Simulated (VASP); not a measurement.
Band structure of Hf$_{4}$C$_{3}$N (ordered alloy cell). Calculation: PBEsol GGA, VASP's PBE PAW potentials (set 64) (plane waves; VASP).

Unless said otherwise, spin-orbit coupling is left out, though it shifts the bands of the heavy elements here.

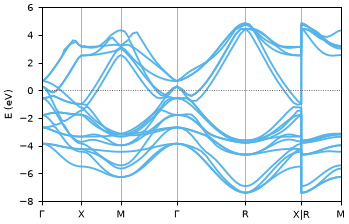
Figure. Bands along high-symmetry lines, zero at the valence-band maximum or, without a gap, the Fermi level

Task: Read the plot: is there a gap, and where are the band edges?

Result: It has no gap at this level: it comes out as a metal or semimetal. (Edges off the drawn lines would not show.)

The structure was generated: Hf4C3N was put into an ordered model structure (Pm-3m), which need not be its known phase. It was relaxed first. The electron count is odd and the run is not spin-polarised, which forces a metal.
